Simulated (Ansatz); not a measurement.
# C2H4B2: rigid scan of one bond length from a Python script

How does the energy of C2H4B2 change as one bond is stretched? Aim: a rigid scan of one bond length, for C2H4B2, run from a script.

All numbers are computed with Ansatz 0.2.0, driven from Python. Level of theory: PBE0/def2-SVP.

## Step 1: The structure

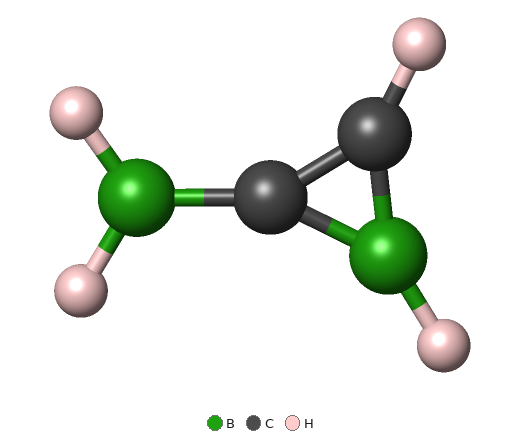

The structure that the script starts from, seen from a chosen angle (boron green, carbon dark grey, hydrogen pink).

The script reads c2h4b2.xyz:

```xyz
8

B    -0.52780    1.42860   -0.11100
C    -0.00750    0.02590    0.00410
C     0.95410   -0.84010    0.48880
B    -0.04280   -1.41400   -0.31890
H    -0.01630    2.36980    0.37630
H    -1.56760    1.67940   -0.73760
H     1.92500   -0.98550    1.07550
H    -0.62490   -2.32120   -0.83300
```

## Step 2: Script

scan_c2h4b2.py reads:

```python
"""Potential curve of C2H4B2 along one bond."""

import logging
import sys

import ansatz
import matplotlib.pyplot as plt
import numpy as np

logging.basicConfig(stream=sys.stdout, format="[%(levelname)s] %(message)s")
log = logging.getLogger("ansatz_job")
log.setLevel(logging.INFO)

SETTINGS = {
    "basis_set": "def2-SVP",
    "functional": "pbe0",
}


def main() -> None:
    molecule = ansatz.Crystal.molecule_from_extxyz("c2h4b2.xyz")

    symbols = [site.symbol for site in molecule.cartesian_sites]
    start = np.array([site.position_ang for site in molecule.cartesian_sites])
    axis = (start[5] - start[0]) / np.linalg.norm(start[5] - start[0])
    moving = [5]
    lengths, energies = [1.091, 1.14, 1.19, 1.24, 1.289, 1.339, 1.388, 1.463], []
    for length in lengths:
        xyz = start.copy()
        xyz[moving] += (length - np.linalg.norm(start[5] - start[0])) * axis
        point = ansatz.Crystal.molecule()
        for symbol, xyz in zip(symbols, xyz):
            point = point.atom(symbol, xyz.tolist())
        calculation = point.calculation().basis(gaussian=SETTINGS["basis_set"]).functional(SETTINGS["functional"])
        rep = calculation.run().report
        energies.append(rep["free_energy_ev"])
        log.info(f"r = {length:6.3f} A  E = {energies[-1]:.5f} eV  <S^2> = {abs(rep['mean_field']['state']['spin_squared']):.3f}")

    # quartic fit about the minimum
    fit = np.polynomial.Polynomial.fit(lengths, np.array(energies) - min(energies), 4).convert()
    roots = [r.real for r in fit.deriv().roots() if abs(r.imag) < 1e-9 and fit.deriv(2)(r.real) > 0]
    r_e = min(roots, key=lambda r: abs(r - lengths[int(np.argmin(energies))]))
    log.info(f"minimum of the fit at {r_e:.4f} A, force constant {fit.deriv(2)(r_e):.2f} eV/A^2")
    plt.figure(figsize=(4.5, 3))
    plt.plot(lengths, np.array(energies) - min(energies), "o-")
    plt.xlabel("bond length (A)")
    plt.ylabel("E - E(min) (eV)")
    plt.tight_layout()
    plt.savefig("scan.png", dpi=100)


if __name__ == "__main__":
    main()
```

## Step 3: The calls as engine input

The package turns the script's settings into the engine's input (first run):

```yaml
crystal:
  periodic: [false, false, false]
  atoms:
    - { symbol: B, position_ang: [-0.5278, 1.4286, -0.111] }
    - { symbol: C, position_ang: [-0.0075, 0.0259, 0.0041] }
    - { symbol: C, position_ang: [0.9541, -0.8401, 0.4888] }
    - { symbol: B, position_ang: [-0.0428, -1.414, -0.3189] }
    - { symbol: H, position_ang: [-0.0163, 2.3698, 0.3763] }
    - { symbol: H, position_ang: [-1.4429205088062993, 1.649327277946355, -0.6624661577399761] }
    - { symbol: H, position_ang: [1.925, -0.9855, 1.0755] }
    - { symbol: H, position_ang: [-0.6249, -2.3212, -0.833] }
basis:
  gaussian:
    orbitals: def2-SVP
hamiltonian:
  xc: pbe0
```

## Step 4: The run

Command:

```bash
python scan_c2h4b2.py
```

Output:

```text
[INFO] r =  1.091 A  E = -3481.30986 eV  <S^2> = 0.000
[INFO] r =  1.140 A  E = -3481.44735 eV  <S^2> = 0.000
[INFO] r =  1.190 A  E = -3481.50672 eV  <S^2> = 0.000
[INFO] r =  1.240 A  E = -3481.50163 eV  <S^2> = 0.000
[INFO] r =  1.289 A  E = -3481.44762 eV  <S^2> = 0.000
[INFO] r =  1.339 A  E = -3481.35358 eV  <S^2> = 0.000
[INFO] r =  1.388 A  E = -3481.23202 eV  <S^2> = 0.000
[INFO] r =  1.463 A  E = -3481.00507 eV  <S^2> = 0.000
[INFO] minimum of the fit at 1.2101 A, force constant 23.45 eV/A^2
```

Wall time 13 s (1 thread of AMD EPYC 7R43 (Zen 3), shared host); peak memory 0.24 GiB.

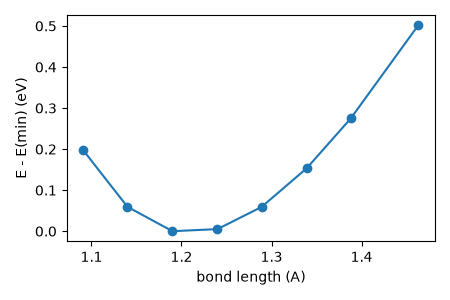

scan.png, as the script drew it.

## Step 5: What changed from run to run

The engine's inputs for some of the other runs:

Run 2, against run 1:

```diff
@@ -9 +9 @@
-    - { symbol: H, position_ang: [-1.4429205088062993, 1.649327277946355, -0.6624661577399761] }
+    - { symbol: H, position_ang: [-1.4840212465986995, 1.6592407853884918, -0.6872341153286643] }
```

Run 5, against run 1:

```diff
@@ -9 +9 @@
-    - { symbol: H, position_ang: [-1.4429205088062993, 1.649327277946355, -0.6624661577399761] }
+    - { symbol: H, position_ang: [-1.609001041110284, 1.6893859406717247, -0.7625489251391652] }
```

Run 6, against run 1:

```diff
@@ -9 +9 @@
-    - { symbol: H, position_ang: [-1.4429205088062993, 1.649327277946355, -0.6624661577399761] }
+    - { symbol: H, position_ang: [-1.6509405694698762, 1.6995017645922725, -0.7878223512500715] }
```

Lines on the test bed's own set-up are left out of the output.

## Step 6: The engine's runs

One row for each of the 8 runs:

```csv
run,distance (Å),energy from run 3 (eV),SCF cycles,CPU time (s)
1,1.09,0.1969,15,1.6
2,1.14,0.0594,15,1.4
3,1.19,0.0000,15,1.4
4,1.24,0.0051,16,1.5
5,1.29,0.0591,16,1.4
6,1.34,0.1531,16,1.4
7,1.39,0.2747,16,1.6
8,1.46,0.5017,16,1.4
```

## Step 7: Outcome

```
                        quantity     value
bond length at the fit's minimum  1.2101 Å
                   runs compared         8
                 range of energy  0.502 eV
      lowest point, distance (Å)      1.19
```

The lowest point, at 1.19, lies inside the range. The ends stand 0.197 and 0.502 eV above it. The distance scanned is the script's pair 0, 5. Caveats:
- The rest of the molecule is held rigid at a force-field or estimated start geometry, and the basis set is modest; single-reference methods fail as a bond breaks.
- The orbitals are restricted, so S² is zero by construction.
